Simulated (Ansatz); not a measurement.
Electronic density of states of amorphous In$_{9}$Ga$_{9}$Zn$_{9}$O$_{37}$Sr, density 5.87 g/cm³, on a 2×2×2 Γ-centred mesh with a Gaussian width of 0.1 eV; energies count from the Fermi level, whose place inside the gap is arbitrary. Cell and mesh are small, so fine structure isn't converged. The numbers are results of PBE, scalar-relativistic without spin-orbit coupling (plane waves to 420 eV, PAW; Ansatz, an electronic-structure program), not measurements. Sampling: a 2×2×2 Γ-centred mesh; Fermi-Dirac width 0.02 eV; no spin polarisation. At PBE the levels at the filled edge of the gap are localised (band-tail or defect states).

It comes from a melt-quench run on a machine-learned potential (CHGNet), relaxed afterwards by DFT. O atoms were pushed apart under 1.9 Å during the dynamics, to hinder bonds among them. The hot cell started wider than the set density and was brought back towards it in steps. It is the lowest in DFT energy of 2 quenches. It is a model cell: composition and starting density were chosen by hand, and all elements were melted together. No dispersion term was used. Its density started from a set value of 5.87 and ended at 5.87 g/cm³. The quench (nominally 260 K/ps over its main leg) was far faster than any real one, so the model tends to hold more defects than a real film. Values belong to this one cell and scatter from quench to quench. The volume was held where the preparation left it and the shape relaxed, at a PBE pressure of 3.3 GPa. Stress components on the final sampling reach 3.3 GPa.

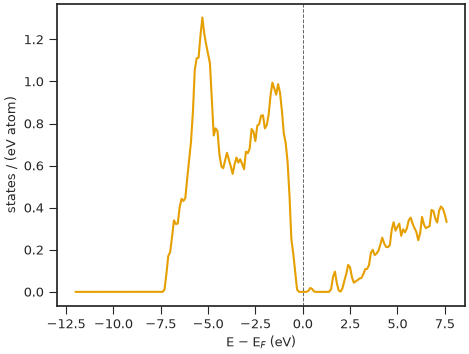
*Density of states per atom*

The level gap on this mesh is 0.88 eV; the broadening fills part of it in the curve.
